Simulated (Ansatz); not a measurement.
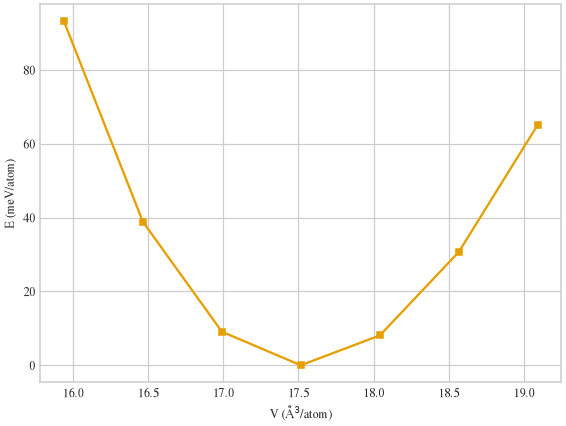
YPt3 in space group I4/mmm (No. 139; Pt on 2b, Pt on 4d, Y on 2a) under volume change, the program Ansatz at the r²SCAN level (PAW), shape and atoms relaxed at each volume.

### Question
What does a third-order Birch–Murnaghan fit give for V₀, B₀ and B′?

### Answer
V₀ = 17.52 Å³/atom, B₀ = 175 GPa, B′ = 4.9.

A made-up cell: these elements were put on the sites of a structure type; neither database checked (COD, Materials Project) lists it. COD files the formula under space group No. 221. Whether it is the stable phase at ambient conditions was not checked. Symmetry was held in the r²SCAN relaxation; its stability against distortions is not shown here. The run is not spin-polarised. Scalar-relativistic: spin–orbit coupling is off unless named, which matters more the heavier the elements.

Potentials: the earlier of the program's two PAW sets.
